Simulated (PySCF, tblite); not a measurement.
# C5H11BF2Si: geometry, infrared bands and NMR shifts

Aim: predict the infrared bands and NMR shifts of C5H11BF2Si (`C/C(=C/B(F)F)CC[SiH3]`).

Computed with tblite 0.8.0 and PySCF 2.14.0, with density-fitted response routines of our own, on a single molecule in the gas phase. Atoms are numbered from 0 throughout.

### Step 1. The molecule as given

20 atoms, charge 0, multiplicity 1; geometry from: force field or distance geometry start.

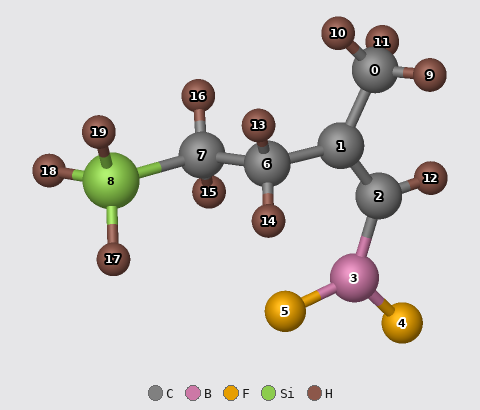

As it starts; carbon grey, boron pink, fluorine amber, silicon green, hydrogen brown, atoms numbered; sticks join atoms by distance.

### Step 2. Optimising the geometry with GFN2-xTB

What the job is given:

```
{"job": {"kind": "relax", "xc": "GFN2-xTB", "basis": "xTB"}, "charge": 0, "multiplicity": 1}
C      1.086200     2.085200    -0.880600
C      0.975000     0.729300    -0.252100
C      2.014100    -0.142500    -0.428100
B      2.126500    -1.600700     0.127700
F      3.310300    -2.377600    -0.164400
F      1.088500    -2.224200     0.933300
C     -0.255300     0.392500     0.566100
C     -1.244500    -0.420200    -0.257200
Si    -2.743400    -0.894500     0.763100
H      1.948600     2.632600    -0.463400
H      0.163600     2.692800    -0.695400
H      1.195700     1.978200    -1.976900
H      2.847200     0.186600    -1.019400
H     -0.750700     1.326700     0.894700
H      0.021500    -0.133900     1.504500
H     -0.783800    -1.356200    -0.624400
H     -1.591100     0.177800    -1.128900
H     -2.322700    -1.714300     1.907100
H     -3.686700    -1.657900    -0.062500
H     -3.404200     0.330800     1.253700
```

Started as:

```bash
$ OMP_NUM_THREADS=1 python probes_run.py task.json out
```

One launch serves the whole session: the jobs run in the order shown.

Output:

```text
step      E/eV     max force
  0    -783.61908    3.373
  1    -783.99564    2.345
  2    -784.14115    2.792
  3    -784.22820    0.566
  4    -784.24936    0.295
  5    -784.26330    0.191
  6    -784.26584    0.121
  7    -784.26955    0.118
  8    -784.27052    0.121
  9    -784.27190    0.074
 10    -784.27261    0.069
 11    -784.27327    0.064
 12    -784.27382    0.059
 13    -784.27427    0.051
 14    -784.27460    0.050
 15    -784.27493    0.052
 16    -784.27532    0.065
 17    -784.27573    0.055
 18    -784.27614    0.042
 19    -784.27658    0.050
 20    -784.27717    0.059
 21    -784.27788    0.079
 22    -784.27862    0.075
 23    -784.27936    0.056
 24    -784.28023    0.061
 25    -784.28130    0.076
 26    -784.28230    0.071
 27    -784.28294    0.049
 28    -784.28335    0.047
 29    -784.28378    0.053
 30    -784.28435    0.065
 31    -784.28497    0.062
 32    -784.28550    0.051
 33    -784.28593    0.051
 34    -784.28635    0.060
 35    -784.28679    0.049
 36    -784.28722    0.040
 37    -784.28762    0.036
 38    -784.28805    0.055
 39    -784.28854    0.059
 40    -784.28905    0.048
 41    -784.28952    0.048
 42    -784.28995    0.045
 43    -784.29041    0.042
 44    -784.29094    0.060
 45    -784.29154    0.066
 46    -784.29217    0.060
 47    -784.29283    0.059
 48    -784.29327    0.078
 49    -784.29383    0.051
 50    -784.29426    0.038
 51    -784.29482    0.050
 52    -784.29526    0.060
 53    -784.29588    0.067
 54    -784.29663    0.076
 55    -784.29771    0.069
 56    -784.29861    0.077
 57    -784.29921    0.051
 58    -784.29955    0.039
 59    -784.29988    0.058
 60    -784.30035    0.058
 61    -784.30179    0.069
 62    -784.30252    0.068
 63    -784.30358    0.075
 64    -784.30428    0.073
 65    -784.30509    0.071
 66    -784.30601    0.074
 67    -784.30691    0.078
 68    -784.30814    0.071
 69    -784.30934    0.076
 70    -784.31009    0.077
 71    -784.31151    0.083
 72    -784.31255    0.061
 73    -784.31331    0.068
 74    -784.31376    0.080
 75    -784.31435    0.046
 76    -784.31508    0.062
 77    -784.31570    0.053
 78    -784.31622    0.047
 79    -784.31652    0.037
 80    -784.31674    0.025
 81    -784.31692    0.029
 82    -784.31708    0.034
 83    -784.31722    0.032
 84    -784.31738    0.036
 85    -784.31763    0.042
 86    -784.31796    0.053
 87    -784.31834    0.045
 88    -784.31865    0.039
 89    -784.31899    0.051
 90    -784.31940    0.047
 91    -784.31992    0.053
 92    -784.32030    0.044
 93    -784.32062    0.042
 94    -784.32087    0.040
 95    -784.32130    0.039
 96    -784.32150    0.025
 97    -784.32163    0.025
 98    -784.32174    0.029
 99    -784.32196    0.032
100    -784.32226    0.035
101    -784.32254    0.034
102    -784.32275    0.034
103    -784.32291    0.029
104    -784.32309    0.031
105    -784.32326    0.024
106    -784.32337    0.015
107    -784.32340    0.015
108    -784.32346    0.017
109    -784.32351    0.018
110    -784.32356    0.019
111    -784.32359    0.017
112    -784.32363    0.017
113    -784.32368    0.018
114    -784.32375    0.017
115    -784.32382    0.016
116    -784.32388    0.017
117    -784.32393    0.018
118    -784.32399    0.023
119    -784.32407    0.022
120    -784.32413    0.019
121    -784.32418    0.018
122    -784.32423    0.019
123    -784.32431    0.025
124    -784.32440    0.025
125    -784.32446    0.016
126    -784.32448    0.011
127    -784.32451    0.014
128    -784.32454    0.017
129    -784.32459    0.020
130    -784.32464    0.017
131    -784.32468    0.019
132    -784.32472    0.018
133    -784.32476    0.019
134    -784.32480    0.015
135    -784.32484    0.013
136    -784.32488    0.011
137    -784.32492    0.015
138    -784.32497    0.013
139    -784.32500    0.013
140    -784.32503    0.016
141    -784.32506    0.017
142    -784.32509    0.016
143    -784.32512    0.013
144    -784.32515    0.012
145    -784.32518    0.013
146    -784.32522    0.014
147    -784.32526    0.012
148    -784.32529    0.009
```

Wall time 1.2 s (1 thread of Arm Neoverse V1, shared host); peak memory 0.18 GiB.

Along the way: (not every step is listed)

```csv
step,energy from step 0 (eV),largest force (eV/Å)
0,0.0000,3.3732
1,-0.3766,2.3448
2,-0.5221,2.7920
3,-0.6091,0.5664
4,-0.6303,0.2948
5,-0.6442,0.1906
6,-0.6468,0.1207
7,-0.6505,0.1183
8,-0.6514,0.1209
21,-0.6588,0.0792
34,-0.6673,0.0602
47,-0.6737,0.0588
60,-0.6813,0.0585
73,-0.6942,0.0683
86,-0.6989,0.0526
99,-0.7029,0.0319
112,-0.7045,0.0171
125,-0.7054,0.0156
138,-0.7059,0.0132
143,-0.7060,0.0134
144,-0.7061,0.0119
145,-0.7061,0.0134
146,-0.7061,0.0144
147,-0.7062,0.0117
148,-0.7062,0.0090
```

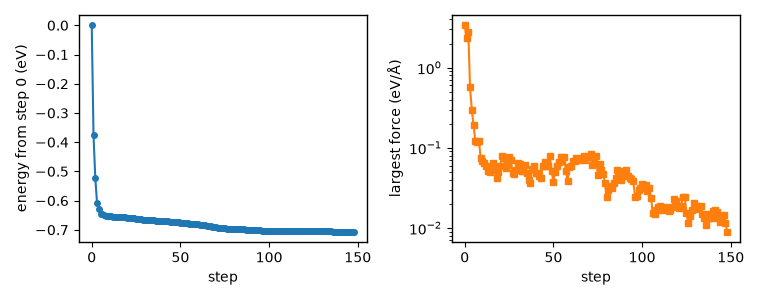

Energy and largest force along the relaxation.

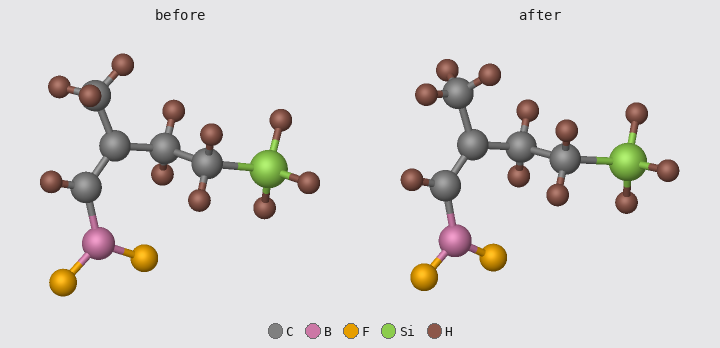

The geometry before (left) and after (right).

Distances of close pairs at the start and the end, largest changes first:

| bond | before (Å) | after (Å) | change (Å) |
| --- | --- | --- | --- |
| B3–F5 | 1.454 | 1.326 | -0.128 |
| B3–F4 | 1.446 | 1.327 | -0.119 |
| C0–H10 | 1.120 | 1.089 | -0.031 |
| C2–B3 | 1.565 | 1.535 | -0.030 |
| C7–Si8 | 1.874 | 1.903 | +0.028 |
| C1–C2 | 1.368 | 1.345 | -0.023 |
| C6–H14 | 1.111 | 1.089 | -0.022 |
| C7–H16 | 1.112 | 1.092 | -0.021 |

The end geometry stands in the next job.

### Step 3. Infrared spectrum with GFN2-xTB

What the job is given:

```
{"job": {"kind": "ir", "xc": "GFN2-xTB", "basis": "xTB"}, "charge": 0, "multiplicity": 1}
C      0.993002     2.024825    -0.897782
C      1.012632     0.676934    -0.253323
C      2.010340    -0.196929    -0.473875
B      2.181921    -1.608321     0.103747
F      3.231052    -2.354117    -0.217770
F      1.356208    -2.221819     0.941239
C     -0.176871     0.364801     0.603764
C     -1.235177    -0.381816    -0.218585
Si    -2.785374    -0.802730     0.800877
H      1.113270     2.794977    -0.135433
H      0.032255     2.194651    -1.381789
H      1.787718     2.133795    -1.630486
H      2.799139     0.119601    -1.146757
H     -0.607212     1.291139     0.989157
H      0.115807    -0.257004     1.448334
H     -0.788401    -1.299187    -0.604257
H     -1.506582     0.220226    -1.088175
H     -2.420989    -1.689292     1.903849
H     -3.765426    -1.439412    -0.081236
H     -3.352462     0.440356     1.335466
```

Output:

```text
mode    cm-1     km/mol
  1      36.8      0.53
  2      42.1      0.23
  3      68.8      0.32
  4     122.1      0.22
  5     125.5      0.43
  6     142.7      0.64
  7     165.5      0.69
  8     170.3      0.77
  9     211.9      0.69
 10     316.7      1.67
 11     344.4      4.82
 12     431.2      6.15
 13     503.8     57.62
 14     509.3     36.75
 15     536.3      7.31
 16     549.1      7.72
 17     567.2     80.87
 18     733.7      8.16
 19     759.4     10.83
 20     777.4    197.56
 21     787.4    193.79
 22     792.8    373.23
 23     794.6    100.54
 24     861.8     29.60
 25     902.2     46.15
 26     937.4      9.99
 27    1015.6     13.79
 28    1022.8      3.46
 29    1057.9      3.49
 30    1118.8      1.52
 31    1167.6    149.51
 32    1222.0     39.20
 33    1239.7    249.02
 34    1264.4    134.85
 35    1280.6    250.01
 36    1315.8     38.61
 37    1351.3    135.25
 38    1393.5     19.80
 39    1468.0      9.96
 40    1470.7     15.10
 41    1483.7      3.88
 42    1491.4      7.09
 43    1653.1    259.25
 44    2237.2    317.42
 45    2261.5    299.61
 46    2288.6    267.17
 47    2965.5     29.99
 48    2976.9     36.48
 49    2991.5     28.14
 50    2998.4     23.69
 51    3017.2     10.19
 52    3019.7     28.55
 53    3045.9     11.04
 54    3052.2     59.57
```

It took 0.86 s on 1 thread of Arm Neoverse V1, shared host; peak memory 0.18 GiB.

Which atoms move in the most intense modes:

| cm⁻¹ | km/mol | atoms |
| --- | --- | --- |
| 777 | 197.6 | H18 46 %, H17 37 % |
| 793 | 373.2 | H19 39 %, H18 35 %, Si8 11 % |
| 1240 | 249.0 | B3 38 %, C1 14 % |
| 1281 | 250.0 | B3 40 %, H14 15 %, C1 11 % |
| 1653 | 259.2 | C1 53 %, C2 41 % |
| 2237 | 317.4 | H19 96 % |
| 2262 | 299.6 | H18 96 % |
| 2289 | 267.2 | H17 97 % |

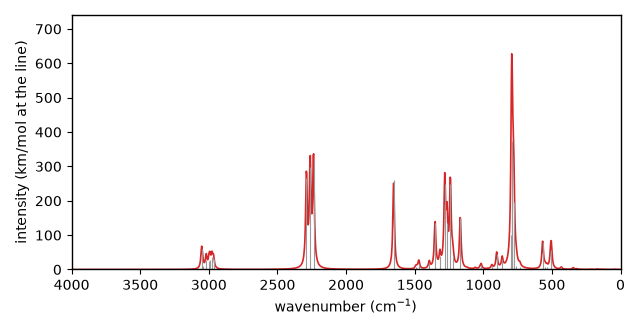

The infrared spectrum from these modes, unscaled. Lines are broadened to a width of 14 cm⁻¹ (Lorentzian).

### Step 4. NMR shieldings: PBE0/pcSseg-1

Same as in step 3 but for these lines:

```diff
@@ -1,2 +1,2 @@
-{"job": {"kind": "ir", "xc": "GFN2-xTB", "basis": "xTB"}, "charge": 0, "multiplicity": 1}
+{"job": {"kind": "nmr", "xc": "PBE0", "basis": "pcSseg-1"}, "charge": 0, "multiplicity": 1}
 C      0.993002     2.024825    -0.897782
```

Method: GIAO PBE0/pcSseg-1 NMR shielding, non-relativistic, gas phase.

Output:

```text
coarse grid: 17136 points
cycle   1  E = -710.5024140202  dE =  8.236e-01  |g| = 6.984e-01  |ddm| = 3.924e+00
cycle   2  E = -710.4621331932  dE =  4.028e-02  |g| = 8.998e-01  |ddm| = 9.945e-01
cycle   3  E = -710.5936278454  dE = -1.315e-01  |g| = 6.677e-02  |ddm| = 5.421e-01
cycle   4  E = -710.5944030194  dE = -7.752e-04  |g| = 2.874e-02  |ddm| = 7.770e-02
cycle   5  E = -710.5945939925  dE = -1.910e-04  |g| = 4.028e-03  |ddm| = 2.984e-02
cycle   6  E = -710.5945972625  dE = -3.270e-06  |g| = 1.662e-03  |ddm| = 5.375e-03
final grid: 161480 points
cycle   7  E = -710.6554520462  dE = -7.151e-05  |g| = 8.378e-03  |ddm| = 3.601e-02
cycle   8  E = -710.6554452904  dE =  6.756e-06  |g| = 9.778e-03  |ddm| = 1.584e-02
cycle   9  E = -710.6554693108  dE = -2.402e-05  |g| = 1.073e-03  |ddm| = 9.081e-03
cycle  10  E = -710.6554695484  dE = -2.376e-07  |g| = 4.066e-04  |ddm| = 1.256e-03
cycle  11  E = -710.6554695848  dE = -3.646e-08  |g| = 1.209e-04  |ddm| = 3.725e-04
cycle  12  E = -710.6554695881  dE = -3.286e-09  |g| = 3.177e-05  |ddm| = 1.211e-04
cycle  13  E = -710.6554695883  dE = -2.226e-10  |g| = 6.597e-06  |ddm| = 3.160e-05
converged SCF energy = -710.6554695883

GIAO shielding tensors (ppm)
atom      isotropic    diamagn.    paramagn.     s11        s22        s33       span
  0 C      155.949     247.649     -91.700    132.450    150.534    184.862     52.412
  1 C       -5.295     261.362    -266.657   -141.585    -32.270    157.971    299.556
  2 C       71.186     255.419    -184.233    -26.372     87.772    152.157    178.529
  3 B       77.172     194.409    -117.237     62.110     80.567     88.839     26.729
  4 F      248.985     466.021    -217.036     99.776    297.737    349.441    249.665
  5 F      260.694     473.966    -213.271    109.733    297.525    374.824    265.092
  6 C      150.298     252.316    -102.018    133.466    149.255    168.173     34.707
  7 C      170.592     253.943     -83.351    149.687    172.776    189.314     39.628
  8 Si     418.278     879.727    -461.449    388.173    399.639    467.021     78.848
  9 H       29.525      28.922       0.604     25.909     27.750     34.917      9.008
 10 H       29.448      30.813      -1.364     25.256     29.805     33.285      8.029
 11 H       29.777      30.035      -0.258     25.739     28.578     35.013      9.274
 12 H       26.216      32.026      -5.810     23.956     24.652     30.041      6.085
 13 H       30.027      34.522      -4.495     25.728     30.258     34.095      8.366
 14 H       28.652      34.717      -6.064     25.333     28.294     32.329      6.996
 15 H       31.006      34.203      -3.198     26.381     30.784     35.852      9.471
 16 H       30.740      33.386      -2.646     25.896     30.781     35.544      9.647
 17 H       27.799      28.903      -1.104     24.107     26.647     32.643      8.535
 18 H       27.742      28.287      -0.545     24.378     25.253     33.595      9.217
 19 H       27.963      28.886      -0.923     24.478     26.405     33.004      8.525
```

It took 68 s on 1 thread of Arm Neoverse V1, shared host; peak memory 1 GiB.

Shifts follow as δ = σ(reference) − σ, with reference shieldings (ppm) from runs at the same level and on the same kind of geometry: 1H TMS 31.72, 13C TMS 186.9, 29Si TMS 349.2, 19F CFCl3 170.9, 11B BF3·OEt2 100.1. The references are single molecules in the gas phase, so shifts against H2O, NH3, PH3, H3PO4 or CFCl3 are not on the usual liquid scales and can be off by tens of ppm. Atoms listed in one row are averaged.

```csv
atoms,environment,σ (ppm),δ (ppm),δ scaled to CDCl3
C1,fully substituted alkene carbon,-5.3,192.2,185.7
C2,alkene CH,71.2,115.7,111.0
C6,allylic sp3 CH2,150.3,36.6,33.8
C0,allylic methyl carbon,155.9,31.0,28.3
C7,sp3 CH2 bonded to Si,170.6,16.3,14.0
H12,hydrogen on an alkene CH,26.22,5.50,5.29
"H17, H18, H19",hydrogen on a silicon bonded to C,27.83,3.88,–
"H13, H14",hydrogen on an allylic sp3 CH2,29.34,2.38,2.35
"H9, H10, H11",hydrogen on an allylic methyl carbon,29.58,2.13,2.12
"H15, H16",hydrogen on an sp3 CH2 bonded to Si,30.87,0.84,0.90
B3,"boron bonded to C, 2 F",77.2,22.9,–
"F4, F5",fluorine bonded to B,254.8,-83.9,–
Si8,"silicon bonded to C, 3 H",418.3,-69.1,–
```

The scaled column applies a straight-line fit of computed shieldings to shifts measured in CDCl3, and one for carbons that bear F (root-mean-square error 0.16 ppm for H, 1.9 ppm for C).

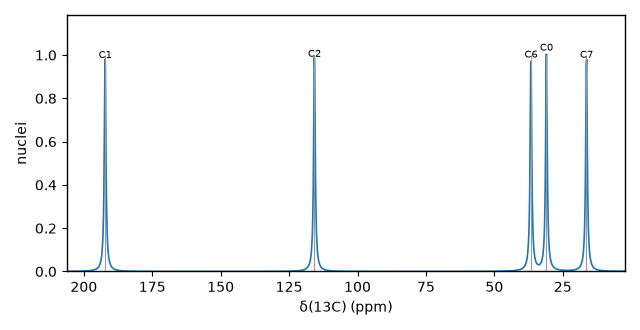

13C lines at the computed shifts, without couplings. Lines are broadened to a width of 0.70 ppm (Lorentzian).

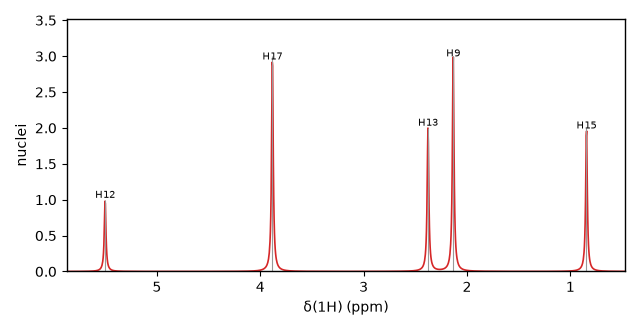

1H lines at the computed shifts, without couplings. Lines are broadened to a width of 0.02 ppm (Lorentzian).

The run also stored atomic charges by several schemes (e):

| atoms | Mulliken | IAO | Hirshfeld | ESP fit |
| --- | --- | --- | --- | --- |
| C0 | -0.14 | -0.43 | -0.11 | -0.58 |
| C1 | -0.36 | 0.11 | 0.06 | 0.43 |
| C2 | -0.27 | -0.39 | -0.16 | -0.75 |
| B3 | 0.74 | 0.69 | 0.29 | 0.84 |
| F4, F5 | -0.30 | -0.32 | -0.14 | -0.32 |
| C6 | -0.16 | -0.26 | -0.07 | -0.30 |
| C7 | -0.53 | -0.52 | -0.15 | -0.12 |
| Si8 | 0.51 | 0.60 | 0.32 | 0.35 |

IAO charges:

C0 -0.43; C1 0.11; C2 -0.39; B3 0.69; F4 -0.32; F5 -0.32; C6 -0.26; C7 -0.52; Si8 0.60; H9 0.16; H10 0.15; H11 0.15; H12 0.16; H13 0.13; H14 0.15; H15 0.15; H16 0.14; H17 -0.12; H18 -0.12; H19 -0.12

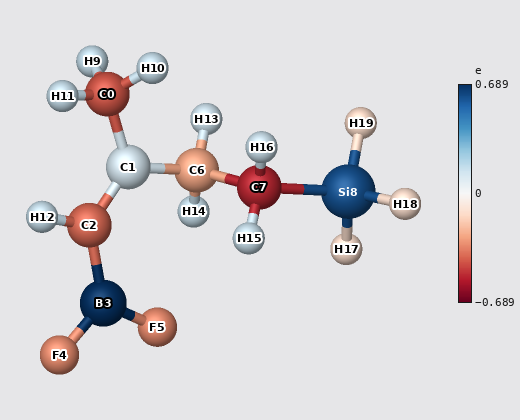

IAO charges, as colours on the atoms.

Mayer bond orders: C0–C1 1.07, C1–C2 1.80, C2–B3 1.03, B3–F4 1.11, B3–F5 1.07, C1–C6 1.06, C6–C7 1.00, C7–Si8 0.91.

Orbitals, density, ELF and potential are computed afterwards from the orbital file.

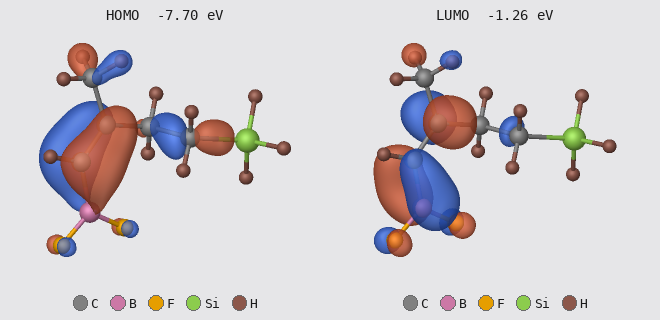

PBE0/pcSseg-1 orbitals near the gap, drawn at the value that encloses 70 % of each; the two colours are the two signs.

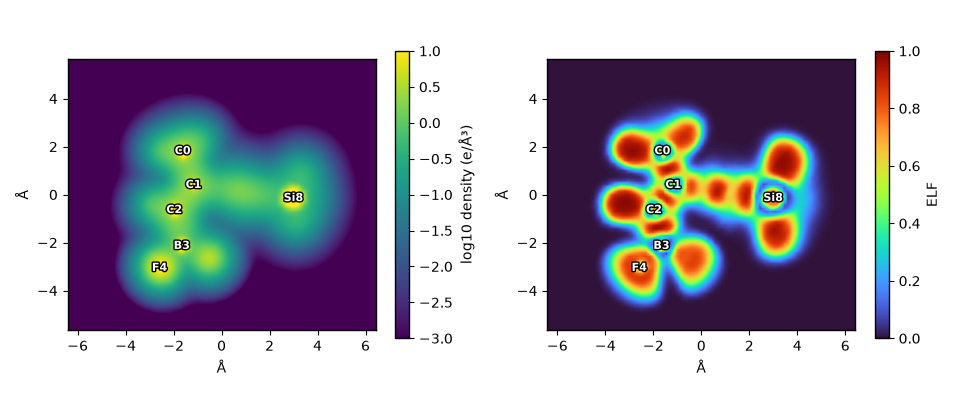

Density (left) and ELF (right) in a plane through or near 6 of the atoms.

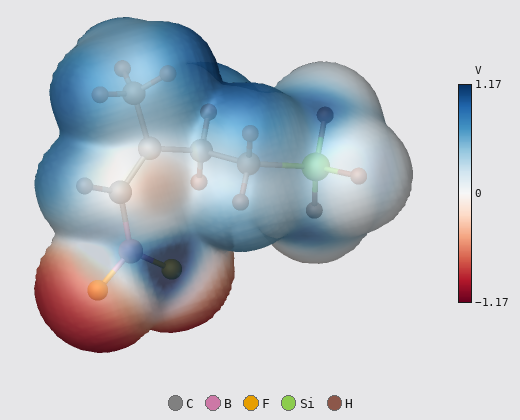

The potential that a unit positive charge feels on the 0.002 e/bohr³ surface, from -0.94 V near F4 to 1.17 V near B3.

### Step 5. Summary of results

```
                                                                 quantity                               value
                                strongest single infrared mode (GFN2-xTB)                793 cm⁻¹, 373 km/mol
                                             zero-point energy (GFN2-xTB)                       93.0 kcal/mol
                                   13C shifts against TMS (PBE0/pcSseg-1)  192.2, 115.7, 36.6, 31.0, 16.3 ppm
   1H shifts against TMS (PBE0/pcSseg-1, means over atoms taken as alike)    5.50, 3.88, 2.38, 2.13, 0.84 ppm
                              11B shifts against BF3·OEt2 (PBE0/pcSseg-1)                            22.9 ppm
19F shifts against CFCl3 (PBE0/pcSseg-1, means over atoms taken as alike)                           -83.9 ppm
                                  29Si shifts against TMS (PBE0/pcSseg-1)                           -69.1 ppm
                                    surface potential, least and greatest                  -0.94 V and 1.17 V
```

What this shows: Relaxing lowered the energy by 0.706 eV in 148 steps; the close pair that moved most is B3–F5, from 1.454 to 1.326 Å. No mode is imaginary among the 54: a minimum at this level. Unscaled tight-binding wavenumbers are off by several per cent, some by more. Its intensities can rank the bands wrongly. The most deshielded hydrogen is H12 (hydrogen on an alkene CH), at 5.50 ppm: a vinylic proton, deshielded by the sp2 carbon and the C=C anisotropy. At PBE0/pcSseg-1: The widest tensor belongs to C1: span 300 ppm, with a paramagnetic part of -267 ppm. By nearest atom (PBE0/pcSseg-1), the HOMO sits on C2 40 %; C1 24 % and the LUMO on C1 33 %; B3 24 %.
